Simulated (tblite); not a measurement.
# Frequency calculation, with input and output: CH12N2Si4

CH12N2Si4, computed with GFN2-xTB harmonic vibrations, gas phase (tblite 0.8.0).

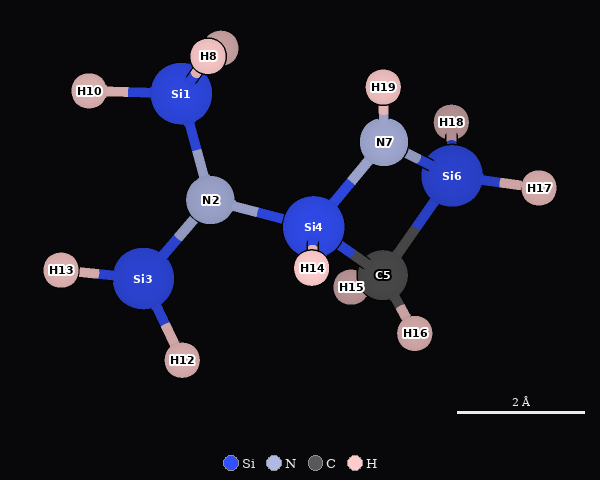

The structure (ball-and-stick view, seen at a tilt; atoms are numbered from 1 in the order of the input).

Key numbers:

- outcome: converged
- total energy: −574.5426 eV
- zero-point energy: 75.8160 kcal/mol
- hardware: 1 CPU thread, shared host
- wall time: 0.94 s
- peak memory: 0.18 GiB

Input:
```
{"job": {"kind": "ir", "xc": "GFN2-xTB", "basis": "xTB"}, "charge": 0, "multiplicity": 1}
Si    -1.482949     1.811994    -0.176004
N     -1.197109     0.137937     0.197284
Si    -2.311379    -1.109558    -0.275510
Si     0.336808    -0.316830     0.884230
C      1.464769    -1.421684    -0.185681
Si     2.698576     0.028902    -0.325083
N      1.573276     0.889439     0.678454
H     -1.123497     2.608634     0.999981
H     -0.694522     2.235848    -1.337229
H     -2.910372     1.944852    -0.464632
H     -2.331727    -1.250842    -1.736086
H     -1.860562    -2.351672     0.349976
H     -3.644133    -0.743929     0.207914
H      0.121324    -0.684481     2.288524
H      1.034025    -1.756392    -1.124161
H      1.846865    -2.299896     0.323750
H      3.991978    -0.166059     0.335167
H      2.877176     0.615003    -1.656724
H      1.601650     1.837983     1.008370
```

The first line tells a small driver script what to run in tblite; the rest is the geometry in Å.

Command:
```bash
OMP_NUM_THREADS=1 python <driver script> task.json out
```

The program's output:
```
mode    cm-1     km/mol
  1       4.0      0.08
  2      36.6      0.87
  3      57.3      0.87
  4      83.5      0.65
  5     111.2      0.51
  6     153.1      5.99
  7     186.4      1.21
  8     202.6      0.59
  9     256.9     16.68
 10     379.7     14.89
 11     414.8     25.20
 12     459.6     92.64
 13     498.6      8.60
 14     517.1     21.83
 15     538.0      3.10
 16     559.0      1.83
 17     570.7     12.63
 18     580.0     56.80
 19     588.0     75.29
 20     609.8    124.39
 21     659.1     53.18
 22     687.5     36.87
 23     709.7    256.51
 24     768.9     22.00
 25     772.9     49.22
 26     776.9    205.79
 27     782.8    462.34
 28     786.4    286.15
 29     790.2    192.76
 30     810.3    680.65
 31     817.1    233.29
 32     831.8    113.37
 33     874.9    190.13
 34     922.8     10.24
 35     983.4    517.94
 36     996.3    523.57
 37    1069.5     51.35
 38    1112.9    255.44
 39    1470.0      3.02
 40    2201.9     35.81
 41    2204.5     90.45
 42    2206.0    325.06
 43    2221.7   1046.22
 44    2229.3    322.45
 45    2235.4    400.71
 46    2237.9    115.57
 47    2258.2    220.33
 48    2262.7    554.88
 49    3020.2     47.36
 50    3031.3     22.77
 51    3494.1     10.04
```

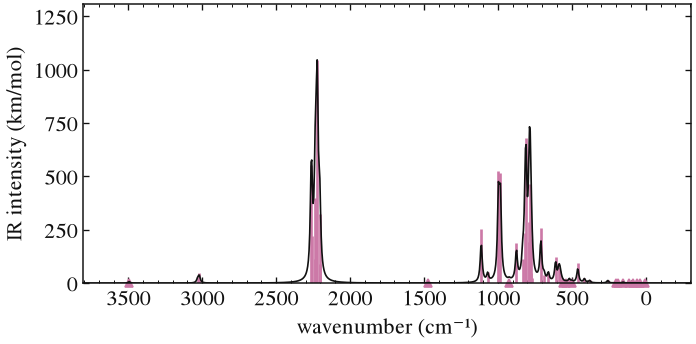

Harmonic infrared spectrum, unscaled: sticks (degenerate modes added up, dark ones marked on the axis) with a Lorentzian envelope of 16 cm⁻¹ full width, scaled to the tallest stick. 51 modes from 4 to 3494 cm⁻¹, none imaginary. The strongest line is at 2222 cm⁻¹ (1046 km/mol).
